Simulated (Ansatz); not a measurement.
A series of calculations on GeSiH$_{7}$

## 1. Relaxation

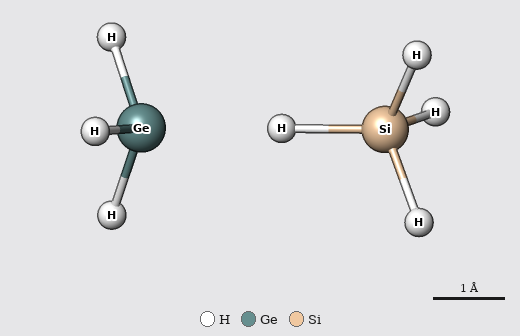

This is the input geometry for a relaxation of GeSiH$_{7}$ (multiplicity 2) (started from a transition state, displaced along its imaginary mode). Style: ball-and-stick. Shown face on.

These are results of Ansatz, UKS PBE0-D4/def2-TZVP, not measurements.

Input
```yaml
crystal:
  periodic: [false, false, false]
  atoms:
    - {symbol: H, position_ang: [0.044112, -0.177858, 0.116606]}
    - {symbol: Ge, position_ang: [-0.283621, 1.464752, -0.988842]}
    - {symbol: Si, position_ang: [0.271855, -1.387278, 0.935442]}
    - {symbol: H, position_ang: [-0.795755, 1.035884, -2.379324]}
    - {symbol: H, position_ang: [-1.342456, 2.334323, -0.279905]}
    - {symbol: H, position_ang: [1.037349, 2.248891, -1.129625]}
    - {symbol: H, position_ang: [1.431606, -2.192134, 0.426224]}
    - {symbol: H, position_ang: [0.565760, -1.039144, 2.365282]}
    - {symbol: H, position_ang: [-0.928950, -2.287337, 0.934142]}
basis:
  gaussian: {orbitals: def2-TZVP}
magnetization: {spin_polarized: true, initial_magnetization: 1}
hamiltonian: {xc: pbe0, dispersion: d4}
relax: {f_tol: 0.005, max_steps: 200}
```

Launched with:
```bash
ansatz run in.yaml --threads 4 --pin off --events-out ev --progress --plain --max-ram 9574MiB
```

Predict the outcome.

Over 7 geometry steps the energy falls by 30.6 kJ/mol. The largest force component goes from 1.8 to 0.0013 eV/Å. The largest move after the best rigid fit is that of Ge2, 0.74 Å. By element the largest moves are Ge 0.74 Å, H 0.71 Å, Si 0.61 Å. Near-neighbour distances that change, for instance: Ge2–Si3 3.485 → 4.831 Å, H1–Ge2 2.007 → 3.345 Å, Si3–H7 1.501 → 1.485 Å, H1–Si3 1.478 → 1.486 Å. Bond angles that change, for instance: H1–Si3–H7 111.7° → 109.5°, H7–Si3–H8 107.2° → 109.5°. The run took 20 s on 4 threads of Intel Xeon Platinum 8259CL @ 2.50GHz, with other jobs on the host.

Step by step:

| step | E − E(0), kJ/mol | largest force component, eV/Å |
| --- | --- | --- |
| 0 | 0.00 | 1.7689 |
| 1 | -20.38 | 0.2881 |
| 2 | -26.79 | 0.3972 |
| 3 | -28.48 | 0.1928 |
| 4 | -30.32 | 0.0634 |
| 5 | -30.47 | 0.0466 |
| 6 | -30.54 | 0.0212 |
| 7 | -30.55 | 0.0013 |

Final geometry:

```xyz
9

H     0.1393   -0.6693    0.4484
Ge   -0.3995    2.0683   -1.3966
Si    0.3677   -1.8854    1.2719
H    -0.9096    1.6122   -2.7754
H    -1.4587    2.9119   -0.6648
H     0.9295    2.8344   -1.5226
H     1.5223   -2.6433    0.7266
H     0.6546   -1.4878    2.6735
H    -0.8456   -2.7409    1.2390
```

The end point in the same view:

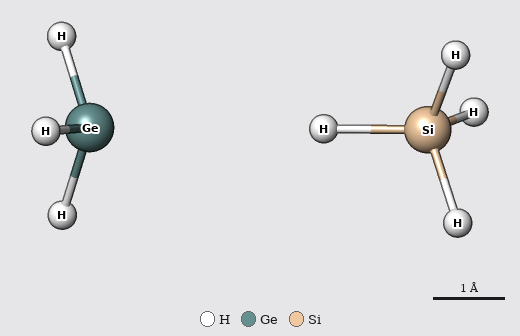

## 2. Relaxation

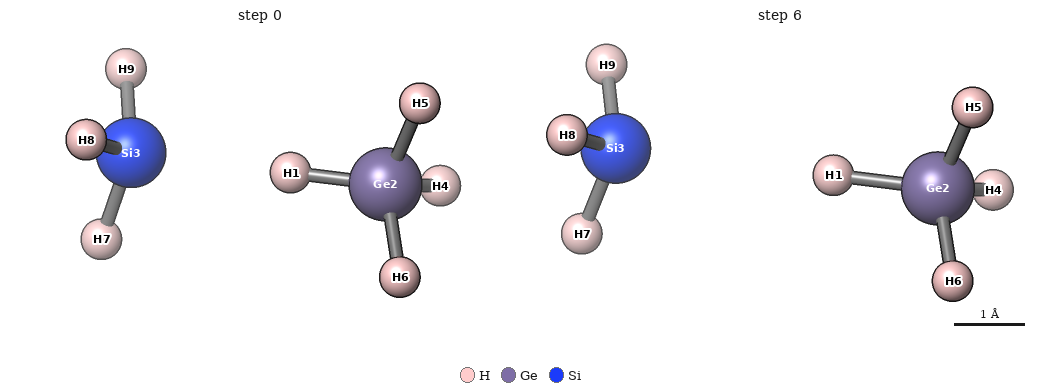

The structure of GeSiH$_{7}$ (multiplicity 2) (started from a transition state, displaced along its imaginary mode) before (left) and after (right) a relaxation, at one scale.

Style: ball-and-stick. Shown at a tilt.

The calculation used Ansatz 0.2.0, UKS PBE0-D4/def2-TZVP.

Input file:
```yaml
crystal:
  periodic: [false, false, false]
  atoms:
    - {symbol: H, position_ang: [-0.060111, 0.313244, -0.211961]}
    - {symbol: Ge, position_ang: [-0.284924, 1.456309, -0.982183]}
    - {symbol: Si, position_ang: [0.315039, -1.606852, 1.083294]}
    - {symbol: H, position_ang: [-0.775888, 1.041236, -2.375128]}
    - {symbol: H, position_ang: [-1.346071, 2.329972, -0.300914]}
    - {symbol: H, position_ang: [1.025622, 2.243282, -1.110994]}
    - {symbol: H, position_ang: [1.463921, -2.292023, 0.453953]}
    - {symbol: H, position_ang: [0.605364, -1.107182, 2.443783]}
    - {symbol: H, position_ang: [-0.943053, -2.377886, 1.000149]}
basis:
  gaussian: {orbitals: def2-TZVP}
magnetization: {spin_polarized: true, initial_magnetization: 1}
hamiltonian: {xc: pbe0, dispersion: d4}
relax: {f_tol: 0.005, max_steps: 200}
```

Launched with:
```bash
ansatz run in.yaml --threads 4 --pin off --events-out ev --progress --plain --max-ram 9574MiB
```

> What changed between the two?

The energy falls by 8.26 kcal/mol in 6 geometry steps. The largest force component goes from 2.9 to 0.0037 eV/Å. The largest moves after the best rigid fit, 0.58 Å, are those of H7, H8 and H9. By element the largest moves are H 0.58 Å, Si 0.52 Å, Ge 0.48 Å. Near-neighbour distances that change, for instance: H1–Ge2 1.397 → 1.537 Å, Si3–H7 1.478 → 1.486 Å. Bond angles that change, for instance: H7–Si3–H8 113.3° → 111.2°.

Limits of the set-up: the start holds two separate molecules, 2.3 Å apart at their closest, whose relative position is a soft coordinate.

## 3. Reaction

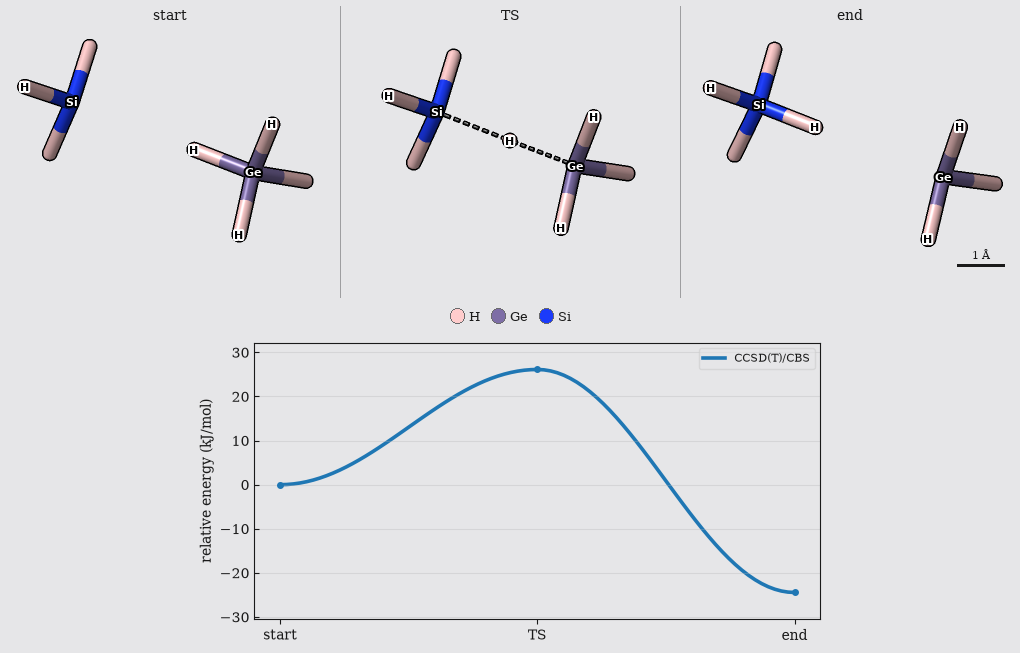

A reaction step of GeSiH₇ (multiplicity 2), with its energy diagram. Style: stick. Shown at a tilt. Dashed sticks mark bonds that form or break.

Stationary points at PBE0-D4/def2-TZVP, single-point energies with CCSD(T)/CBS (def2-TZVPP where no basis is named; Ansatz 0.2.0). The energies are electronic, without zero-point or thermal terms, and both ends are the relaxed geometries reached downhill from the saddle, with any fragments still in contact. CCSD(T)/CBS stands for a frozen-core estimate: MP2 correlation extrapolated from def2-TZVPP and def2-QZVPP, CCSD(T) minus MP2 from the smaller set.

**What happens, and what does it cost?**

Counted by bonded pieces, the start holds GeH₄ + SiH₃ and the end holds GeH₃ + SiH₄. From the start over the saddle to the end, a bond forms: H–Si (3.20 → 1.91 → 1.49 Å). A bond breaks: Ge–H (1.54 → 1.70 → 3.34 Å). The saddle has one imaginary mode, 557i cm⁻¹. The end the start keeps a soft imaginary mode of 55i cm⁻¹, so it isn't quite a minimum. The end the end keeps a soft imaginary mode of 55i cm⁻¹, so it isn't quite a minimum. With CCSD(T)/CBS the barrier is 26.1 kJ/mol from the start and 50.6 kJ/mol from the end, and the end lies 24.4 kJ/mol below the start.

## 4. Reaction

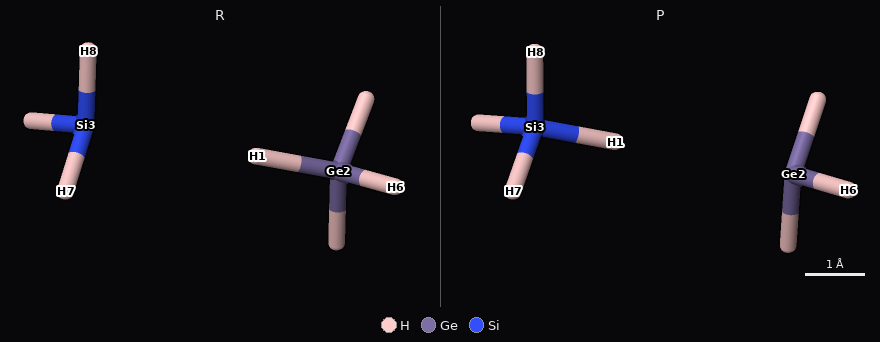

Reactant (R) and product (P) of one elementary step of GeSiH₇ (multiplicity 2). Style: stick. Shown at a tilt.

Stationary points at PBE0-D4/def2-TZVP, single-point energies with PBE0-D4, RPA@PBE, r2SCAN0-D4, B2PLYP, B97M-V, r2SCAN-D4 (def2-TZVPP where no basis is named; Ansatz 0.2.0). The energies are electronic, without zero-point or thermal terms, and both ends are the relaxed geometries reached downhill from the saddle, with any fragments still in contact.

R:
```xyz
9

H    -0.1168    0.5882   -0.3966
Ge   -0.3608    1.8463   -1.2453
Si    0.3993   -2.0313    1.3691
H    -0.8520    1.4364   -2.6403
H    -1.4221    2.7239   -0.5679
H     0.9476    2.6376   -1.3770
H     1.5495   -2.7665    0.7813
H     0.6971   -1.5868    2.7557
H    -0.8418   -2.8476    1.3211
```

P:
```xyz
9

H     0.1393   -0.6693    0.4484
Ge   -0.3995    2.0683   -1.3966
Si    0.3677   -1.8854    1.2719
H    -0.9095    1.6122   -2.7754
H    -1.4587    2.9119   -0.6648
H     0.9296    2.8344   -1.5226
H     1.5223   -2.6433    0.7266
H     0.6546   -1.4878    2.6736
H    -0.8456   -2.7409    1.2390
```

Q: Predict the saddle point between them and the barrier.

A: Counted by bonded pieces, R holds GeH₄ + SiH₃ and P holds GeH₃ + SiH₄. From R over the saddle to P, a bond forms: H1–Si3 (3.20 → 1.91 → 1.49 Å). A bond breaks: H1–Ge2 (1.54 → 1.70 → 3.34 Å). The saddle has one imaginary mode, 557i cm⁻¹. The end R keeps a soft imaginary mode of 55i cm⁻¹, so it isn't quite a minimum. The end P keeps a soft imaginary mode of 55i cm⁻¹, so it isn't quite a minimum. With PBE0-D4 the barrier is 2.4 kcal/mol from R and 7.7 kcal/mol from P, and P lies 5.3 kcal/mol below R.

```csv
level,barrier from R (kcal/mol),barrier from P (kcal/mol),P less R (kcal/mol)
PBE0-D4,2.4,7.7,−5.3
RPA@PBE,7.5,13.1,−5.6
r2SCAN0-D4,4.0,9.5,−5.5
B2PLYP,5.3,11.8,−6.5
B97M-V,2.1,6.2,−4.1
r2SCAN-D4,2.5,7.6,−5.0
```

Saddle geometry:

```xyz
9

H    -0.0080    0.0677   -0.0477
Ge   -0.2843    1.4605   -0.9855
Si    0.2934   -1.4971    1.0094
H    -0.7858    1.0386   -2.3772
H    -1.3443    2.3321   -0.2904
H     1.0315    2.2461   -1.1203
H     1.4478   -2.2421    0.4401
H     0.5856   -1.0732    2.4045
H    -0.9360   -2.3326    0.9671
```

The saddle point in the same view, with dashed sticks for the bonds that form or break:

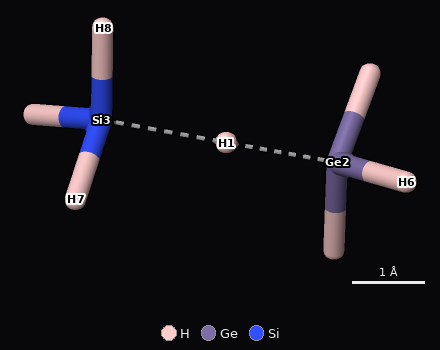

Limits of the set-up: the start holds two separate molecules, 3.2 Å apart at their closest, whose relative position is a soft coordinate.
